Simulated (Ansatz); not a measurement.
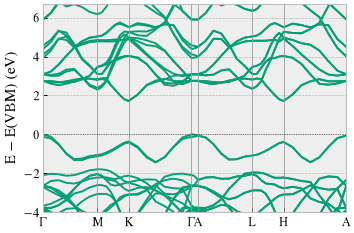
Figure: Band structure from plane-wave PAW PBE+D3(BJ) (Ansatz code)

Question: Read off the gap and where the band edges lie.

Answer: About 1.7 eV (1.72 eV by a search for the band edges); maximum at Γ, minimum at H.

Question: Pick the material that matches.
A) MoS2, P6_3/mmc (Mo on 2b, S on 4f)
B) SiC, P6_3/mmc (Si on 2c, C on 2d)
C) Si2MoN4, P6_3/mmc (Mo on 2c, N on 4f, Si on 4f, N on 4e)
D) MoSe2, P6_3/mmc (Se on 4f, Mo on 2c)

Answer: C, Si2MoN4, P6_3/mmc (Mo on 2c, N on 4f, Si on 4f, N on 4e)

The start of the workflow was typed in or built on a structure type; neither database checked (COD, Materials Project) lists it. Its standing as an ambient phase is unchecked. Symmetry was held in the PBE+D3(BJ) relaxation; its stability against distortions is not shown here. The workflow began spin-polarised and lost its moments. Spin–orbit coupling is left out wherever it is not named.

Potentials: the later of the program's two PAW sets.
